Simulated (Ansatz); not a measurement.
Process, species as SMILES: C(Cl)Cl → Cl[CH-]Cl + H+
B3LYP-D3(BJ)/def2-TZVP geometries, fixed; electronic energies without zero-point terms.

Basis-set convergence of the deprotonation energy at MP2 with Ansatz (a first-principles code). All functions are spherical. Cores are frozen. No added dispersion term, no relativity. Functions are those of the species that has most. Reference: Hartree-Fock in aug-cc-pV(Q+d)Z plus the correlation part extrapolated as X^-3 from aug-cc-pV(T+d)Z and aug-cc-pV(Q+d)Z, 385.38 kcal/mol, itself unsure by roughly 0.32 kcal/mol (a third of the extrapolation step and of the last Hartree-Fock step). Deviations are taken from unrounded values.

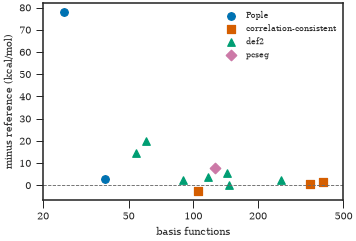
Figure. Deviation from the reference against the number of basis functions, by family of sets.

| basis | functions | deprotonation energy (kcal/mol) | minus reference (kcal/mol) |
|---|---|---|---|
| STO-3G | 25 | 463.22 | 77.84 |
| 6-31G | 39 | 388.20 | 2.83 |
| def2-SV(P) | 54 | 400.03 | 14.66 |
| def2-SVP | 60 | 405.26 | 19.89 |
| def2-SVPD | 90 | 387.77 | 2.40 |
| aug-cc-pV(D+d)Z | 105 | 382.78 | -2.60 |
| def2-TZVP | 117 | 389.15 | 3.77 |
| pcseg-2 | 126 | 393.35 | 7.97 |
| def2-TZVPP | 143 | 391.03 | 5.65 |
| def2-TZVPD | 147 | 385.38 | 0.01 |
| def2-QZVPP | 257 | 387.62 | 2.24 |
| aug-cc-pV(Q+d)Z | 350 | 385.86 | 0.49 |
| cc-pV(5+d)Z | 401 | 386.92 | 1.54 |
